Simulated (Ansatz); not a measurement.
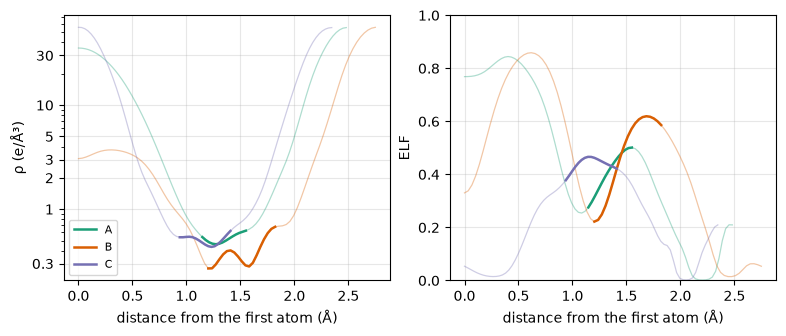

The picture shows: YHf$_{2}$Ge$_{3}$. Valence electron density and electron localisation function along straight lines between neighbouring atoms. Thin, pale parts lie inside the atomic spheres.

Space group P4/mmm; a structure generated by program, which may or may not match a known phase; computed without spin polarisation.

Theory: DFT PBE, scalar-relativistic, plane waves, PAW in Ansatz.

In a PAW calculation such maps are meaningful between the atoms, not at the nuclei.

```
Y Hf Ge
1.0
     4.96157    0.00000    0.00000
     0.00000    4.96157    0.00000
     0.00000    0.00000   10.19129
Y Hf Ge
1 2 3
Direct
  0.00000 0.00000 0.00000
  0.50000 0.00000 0.50000
  0.00000 0.50000 0.50000
  0.00000 0.00000 0.26980
  0.00000 0.00000 0.73020
  0.00000 0.00000 0.50000
```

> Which curve belongs to which contact (Ge–Ge, Hf–Ge and Y–Ge)? The first atom named is at distance zero.

Curve A: Hf–Ge (2.48 Å): ρ is about 0.47 e/Å³ halfway; the ELF is about 0.35 at the midpoint. Curve B: Y–Ge (2.75 Å): ρ at the midpoint is about 0.4 e/Å³; the ELF is about 0.35 at the midpoint. Curve C: Ge–Ge (2.35 Å): ρ is about 0.46 e/Å³ halfway; the ELF is about 0.45 at the midpoint.
